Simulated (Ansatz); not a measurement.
Input file:

```
crystal:
  periodic: [false, false, false]
  atoms:
    - {symbol: C, position_ang: [-0.140796, 1.253638, -0.575250]}
    - {symbol: C, position_ang: [0.633823, 0.180049, 0.137184]}
    - {symbol: F, position_ang: [0.870156, 0.597098, 1.467831]}
    - {symbol: In, position_ang: [-0.385225, -1.745452, 0.423841]}
    - {symbol: H, position_ang: [0.391282, 2.210492, -0.541480]}
    - {symbol: H, position_ang: [-1.131872, 1.397581, -0.139098]}
    - {symbol: H, position_ang: [-0.271887, 0.979252, -1.626576]}
    - {symbol: H, position_ang: [1.621216, 0.055097, -0.315772]}
    - {symbol: H, position_ang: [-2.079861, -1.696210, 0.762680]}
    - {symbol: H, position_ang: [0.493143, -3.231536, 0.406640]}
basis:
  gaussian: {orbitals: def2-TZVPP}
hamiltonian: {xc: pbe0, dispersion: d4}
output: {orbitals: {seedname: orbitals}}
```

Run with:

```sh
ansatz run in.yaml --threads 2 --pin off --events-out ev --progress --plain --max-ram 4352MiB
```

Geometry: PBE0-D4/def2-TZVP; core potentials replace the inner electrons of In.

Computed with RKS PBE0-D4/def2-TZVPP in Ansatz.

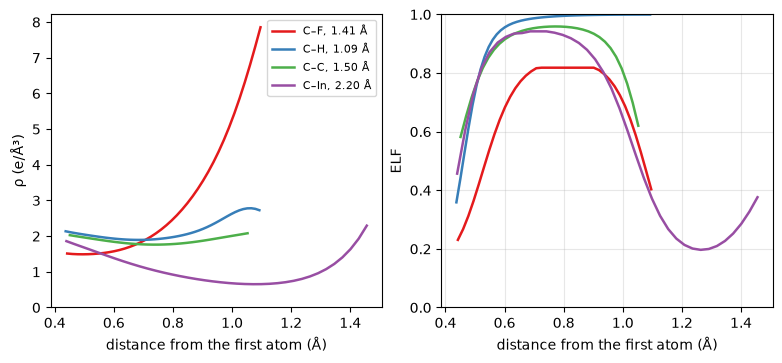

C₂H₆FIn (SMILES C[CH](F)[InH2]). Electron density and electron localisation function along straight lines between neighbouring atoms. The curves leave out the atomic cores.

### Compare the contacts.

C–F (1.41 Å): ρ at the midpoint is about 1.9 e/Å³, with its minimum of 1.5 e/Å³ about 0.5 Å from C; the ELF peaks at about 0.80 between the atoms: a shared but strongly polarised pair.
C–H (1.09 Å): ρ is about 2 e/Å³ halfway; the ELF climbs to about 1 towards the hydrogen, as it does in any bond to H: an ordinary covalent bond to hydrogen.
C–C (1.50 Å): the density is about 1.8 e/Å³ at the midpoint; the ELF peaks at about 0.95 between the atoms: localised, covalent bonding.
C–In (2.20 Å): ρ at the midpoint is about 0.65 e/Å³; the ELF peaks at about 0.95 in the valence shell of C, 0.7 Å from its nucleus, and drops to about 0.20 between the two atoms.
